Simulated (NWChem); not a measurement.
## Energy and gradient calculation of SiH₃Cl (part 2 of 2)

Continued. System: SiH₃Cl, SMILES [SiH3]Cl. Method: HF/3-21G, RHF (NWChem 7.3.0). The geometry comes from this level: PBE0-D4/def2-TZVP.

Geometry of the input (Å):
```
Si -0.1120  0.0186  -0.0309
Cl 1.8383  -0.5135  0.3299
H  -0.9509  -0.4883  1.0791
H  -0.5347  -0.5857  -1.3149
H  -0.1908  1.4954  -0.1047
```

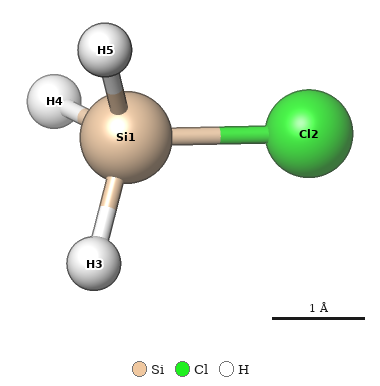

Figure 1. The input geometry (ball-and-stick view, seen at a tilt; atoms are numbered from 1 in the order of the input).

Log, continued:
```
 Vector    9  Occ=2.000000D+00  E=-4.261944D+00
              MO Center= -1.1D-01,  1.9D-02, -3.1D-02, r^2= 1.0D-01
   Bfn.  Coefficient  Atom+Function         Bfn.  Coefficient  Atom+Function
  ----- ------------  ---------------      ----- ------------  ---------------
     4      0.775331  1 Si py                 5      0.581119  1 Si pz

 Vector   10  Occ=2.000000D+00  E=-4.261943D+00
              MO Center= -1.1D-01,  1.9D-02, -3.1D-02, r^2= 1.0D-01
   Bfn.  Coefficient  Atom+Function         Bfn.  Coefficient  Atom+Function
  ----- ------------  ---------------      ----- ------------  ---------------
     5      0.763289  1 Si pz                 4     -0.533615  1 Si py
     3     -0.286875  1 Si px

 Vector   11  Occ=2.000000D+00  E=-1.111480D+00
              MO Center=  1.6D+00, -4.5D-01,  2.8D-01, r^2= 9.3D-01
   Bfn.  Coefficient  Atom+Function         Bfn.  Coefficient  Atom+Function
  ----- ------------  ---------------      ----- ------------  ---------------
    19      0.543471  2 Cl s                 23      0.525383  2 Cl s
    15     -0.446274  2 Cl s

 Vector   12  Occ=2.000000D+00  E=-7.549528D-01
              MO Center= -3.6D-02, -2.2D-03, -1.7D-02, r^2= 2.5D+00
   Bfn.  Coefficient  Atom+Function         Bfn.  Coefficient  Atom+Function
  ----- ------------  ---------------      ----- ------------  ---------------
     6      0.385430  1 Si s                 10      0.303688  1 Si s
     2     -0.287197  1 Si s                 23     -0.222323  2 Cl s
    19     -0.159595  2 Cl s

 Vector   13  Occ=2.000000D+00  E=-5.430215D-01
              MO Center=  2.6D-01,  7.2D-02, -2.5D-01, r^2= 2.9D+00
   Bfn.  Coefficient  Atom+Function         Bfn.  Coefficient  Atom+Function
  ----- ------------  ---------------      ----- ------------  ---------------
     8      0.271520  1 Si py                30     -0.257191  4 H  s
    32      0.252636  5 H  s                 21      0.245865  2 Cl py
    25      0.192255  2 Cl py                29     -0.176082  4 H  s
    31      0.172962  5 H  s                  9      0.163389  1 Si pz

 Vector   14  Occ=2.000000D+00  E=-5.430107D-01
              MO Center=  9.1D-02, -1.9D-01,  2.9D-01, r^2= 2.9D+00
   Bfn.  Coefficient  Atom+Function         Bfn.  Coefficient  Atom+Function
  ----- ------------  ---------------      ----- ------------  ---------------
    28      0.294307  3 H  s                  9      0.269238  1 Si pz
    22      0.243801  2 Cl pz                27      0.201489  3 H  s
    26      0.190645  2 Cl pz                32     -0.151122  5 H  s

 Vector   15  Occ=2.000000D+00  E=-5.197079D-01
              MO Center=  1.3D+00, -3.7D-01,  2.3D-01, r^2= 2.6D+00
   Bfn.  Coefficient  Atom+Function         Bfn.  Coefficient  Atom+Function
  ----- ------------  ---------------      ----- ------------  ---------------
    20      0.473614  2 Cl px                24      0.397260  2 Cl px
     7     -0.268957  1 Si px                16     -0.222142  2 Cl px

 Vector   16  Occ=2.000000D+00  E=-4.519332D-01
              MO Center=  1.3D+00, -2.8D-01,  7.7D-02, r^2= 2.8D+00
   Bfn.  Coefficient  Atom+Function         Bfn.  Coefficient  Atom+Function
  ----- ------------  ---------------      ----- ------------  ---------------
    21      0.446293  2 Cl py                25      0.396636  2 Cl py
    22      0.270753  2 Cl pz                30      0.253722  4 H  s
    32     -0.248163  5 H  s                 26      0.240627  2 Cl pz
    17     -0.205821  2 Cl py

 Vector   17  Occ=2.000000D+00  E=-4.519275D-01
              MO Center=  1.2D+00, -4.1D-01,  3.5D-01, r^2= 2.8D+00
   Bfn.  Coefficient  Atom+Function         Bfn.  Coefficient  Atom+Function
  ----- ------------  ---------------      ----- ------------  ---------------
    22      0.442403  2 Cl pz                26      0.393183  2 Cl pz
    28     -0.289789  3 H  s                 21     -0.244531  2 Cl py
    25     -0.217324  2 Cl py                18     -0.204027  2 Cl pz

 Vector   18  Occ=0.000000D+00  E= 1.103081D-01
              MO Center= -1.7D-01,  3.6D-02, -4.2D-02, r^2= 4.2D+00
   Bfn.  Coefficient  Atom+Function         Bfn.  Coefficient  Atom+Function
  ----- ------------  ---------------      ----- ------------  ---------------
    11      1.323576  1 Si px                23     -0.961308  2 Cl s
    24      0.665346  2 Cl px                10      0.464742  1 Si s
    12     -0.361043  1 Si py                13      0.244740  1 Si pz
     7      0.214848  1 Si px                20      0.207355  2 Cl px
    25     -0.181543  2 Cl py                28      0.151050  3 H  s

 Vector   19  Occ=0.000000D+00  E= 1.899376D-01
              MO Center=  2.6D-02,  1.9D-01, -2.4D-01, r^2= 4.0D+00
   Bfn.  Coefficient  Atom+Function         Bfn.  Coefficient  Atom+Function
  ----- ------------  ---------------      ----- ------------  ---------------
    13      1.493513  1 Si pz                28     -1.278486  3 H  s
    30      0.765680  4 H  s                 12     -0.576980  1 Si py
    32      0.512800  5 H  s                 11     -0.433466  1 Si px
    26     -0.309169  2 Cl pz                 9      0.180066  1 Si pz

 Vector   20  Occ=0.000000D+00  E= 1.899519D-01
              MO Center= -1.6D-01, -1.8D-01,  1.9D-01, r^2= 4.0D+00
   Bfn.  Coefficient  Atom+Function         Bfn.  Coefficient  Atom+Function
  ----- ------------  ---------------      ----- ------------  ---------------
    12      1.494701  1 Si py                32     -1.180325  5 H  s
    30      1.034197  4 H  s                 13      0.660335  1 Si pz
    25     -0.309435  2 Cl py                11      0.285596  1 Si px
     8      0.180187  1 Si py

 Vector   21  Occ=0.000000D+00  E= 2.527025D-01
              MO Center= -3.2D-01,  7.6D-02, -7.0D-02, r^2= 3.4D+00
   Bfn.  Coefficient  Atom+Function         Bfn.  Coefficient  Atom+Function
  ----- ------------  ---------------      ----- ------------  ---------------
    10      1.559547  1 Si s                 28     -0.963935  3 H  s
    30     -0.964219  4 H  s                 32     -0.963991  5 H  s
     6      0.635913  1 Si s                 11     -0.392364  1 Si px
     2     -0.293775  1 Si s                 24      0.286044  2 Cl px
    20      0.151006  2 Cl px

 Vector   22  Occ=0.000000D+00  E= 4.229130D-01
              MO Center= -3.7D-01,  9.0D-02, -8.0D-02, r^2= 4.0D+00
   Bfn.  Coefficient  Atom+Function         Bfn.  Coefficient  Atom+Function
  ----- ------------  ---------------      ----- ------------  ---------------
    10      3.120853  1 Si s                  6     -1.713863  1 Si s
    28     -0.603120  3 H  s                 30     -0.602891  4 H  s
    32     -0.602915  5 H  s                 24      0.357229  2 Cl px
    23     -0.318820  2 Cl s                  7      0.311713  1 Si px
    19     -0.271282  2 Cl s                 11     -0.257352  1 Si px

 Vector   23  Occ=0.000000D+00  E= 4.472250D-01
              MO Center= -2.0D-01,  1.1D-01, -1.1D-01, r^2= 3.4D+00
   Bfn.  Coefficient  Atom+Function         Bfn.  Coefficient  Atom+Function
  ----- ------------  ---------------      ----- ------------  ---------------
     8      1.185806  1 Si py                12     -0.964223  1 Si py
     9      0.491912  1 Si pz                13     -0.399962  1 Si pz
     4     -0.303475  1 Si py                 7      0.232470  1 Si px
    11     -0.189027  1 Si px                32     -0.160275  5 H  s

 Vector   24  Occ=0.000000D+00  E= 4.472271D-01
              MO Center= -2.5D-01, -1.2D-02,  1.1D-02, r^2= 3.4D+00
   Bfn.  Coefficient  Atom+Function         Bfn.  Coefficient  Atom+Function
  ----- ------------  ---------------      ----- ------------  ---------------
     9      1.186411  1 Si pz                13     -0.964772  1 Si pz
     8     -0.426306  1 Si py                12      0.346685  1 Si py
     7     -0.335935  1 Si px                 5     -0.303630  1 Si pz
    11      0.273229  1 Si px                28     -0.171140  3 H  s

 Vector   25  Occ=0.000000D+00  E= 4.789355D-01
              MO Center=  1.2D-01, -4.3D-02,  1.1D-02, r^2= 3.2D+00
   Bfn.  Coefficient  Atom+Function         Bfn.  Coefficient  Atom+Function
  ----- ------------  ---------------      ----- ------------  ---------------
     7      1.281843  1 Si px                10     -1.155371  1 Si s
    11     -1.048831  1 Si px                 6      0.555677  1 Si s
    23      0.490587  2 Cl s                  8     -0.349712  1 Si py
     3     -0.329957  1 Si px                28      0.302934  3 H  s
    30      0.303007  4 H  s                 32      0.302971  5 H  s

 Vector   26  Occ=0.000000D+00  E= 7.829202D-01
              MO Center=  2.4D+00, -6.6D-01,  4.3D-01, r^2= 1.9D+00
   Bfn.  Coefficient  Atom+Function         Bfn.  Coefficient  Atom+Function
  ----- ------------  ---------------      ----- ------------  ---------------
    23      1.504933  2 Cl s                 19     -1.311516  2 Cl s
    20     -0.835964  2 Cl px                10     -0.785870  1 Si s
    24      0.667948  2 Cl px                 6      0.384819  1 Si s
    15      0.284564  2 Cl s                 16      0.241528  2 Cl px
    21      0.228054  2 Cl py                11     -0.204754  1 Si px

 Vector   27  Occ=0.000000D+00  E= 8.369566D-01
              MO Center=  1.9D+00, -5.0D-01,  3.1D-01, r^2= 2.3D+00
   Bfn.  Coefficient  Atom+Function         Bfn.  Coefficient  Atom+Function
  ----- ------------  ---------------      ----- ------------  ---------------
    26     -1.182024  2 Cl pz                22      1.098999  2 Cl pz
    25      0.519069  2 Cl py                21     -0.482612  2 Cl py
    13      0.477470  1 Si pz                24      0.360282  2 Cl px
    20     -0.334963  2 Cl px                18     -0.309291  2 Cl pz
    28     -0.252804  3 H  s                 12     -0.209684  1 Si py

 center of mass
 --------------
 x =   1.70327344 y =  -0.48730205 z =   0.29586769

 moments of inertia (a.u.)
 ------------------
          45.802052986454          61.560571873015         -41.741956533313
          61.560571873015         254.645027951691          11.388795859001
         -41.741956533313          11.388795859001         263.718594129886

  Mulliken analysis of the total density
  --------------------------------------

    Atom       Charge   Shell Charges
 -----------   ------   -------------------------------------------------------
    1 Si  14    13.03   2.00  1.97  5.87  0.73  1.60  0.46  0.39
    2 Cl  17    17.48   2.00  1.96  5.91  1.10  3.04  0.96  2.52
    3 H    1     1.16   0.43  0.74
    4 H    1     1.16   0.43  0.74
    5 H    1     1.16   0.43  0.74

       Multipole analysis of the density wrt the origin
       ------------------------------------------------

     L   x y z        total         open         nuclear
     -   - - -        -----         ----         -------
     0   0 0 0     -0.000000      0.000000     34.000000

     1   1 0 0     -1.037798      0.000000     52.924989
     1   0 1 0      0.283197      0.000000    -15.207948
     1   0 0 1     -0.192085      0.000000      9.137203

     2   2 0 0    -25.440967      0.000000    210.160822
     2   1 1 0      1.063588      0.000000    -55.652997
     2   1 0 1     -0.685289      0.000000     35.907504
     2   0 2 0    -21.925036      0.000000     26.087140
     2   0 1 1      0.191366      0.000000    -10.003495
     2   0 0 2    -21.751566      0.000000     17.026572

                              NWChem Gradients Module
                              -----------------------

  wavefunction    =   RHF

                         RHF ENERGY GRADIENTS

    atom               coordinates                        gradient
                 x          y          z           x          y          z
   1 Si     -0.211649   0.035149  -0.058393    0.046315  -0.012624   0.008533
   2 Cl      3.473883  -0.970374   0.623421   -0.044994   0.012274  -0.008321
   3 H      -1.796940  -0.922753   2.039203   -0.000823  -0.000493   0.001079
   4 H      -1.010436  -1.106813  -2.484801   -0.000413  -0.000571  -0.001219
   5 H      -0.360560   2.825896  -0.197854   -0.000086   0.001415  -0.000072

                 ----------------------------------------
                 |  Time  |  1-e(secs)   |  2-e(secs)   |
                 ----------------------------------------
                 |  CPU   |       0.00   |       0.20   |
                 ----------------------------------------
                 |  WALL  |       0.00   |       0.20   |
                 ----------------------------------------

 Task  times  cpu:        0.7s     wall:        0.7s
 Total times  cpu:        0.8s     wall:        0.8s
```

Key numbers:

| quantity | value |
| --- | --- |
| outcome | converged |
| total energy | −746.452209 hartree |
| basis functions | 32 |
| largest force | 2.507 eV/Å |
| HOMO | −12.30 eV |
| LUMO | 3.00 eV |
| dipole moment | 2.78 D |
| hardware | 1 thread of Intel Xeon @ 2.90GHz (Ice Lake), 16 GiB of memory available, shared host |
| wall time | 1.3 s |
| peak memory | 0.1 GiB |
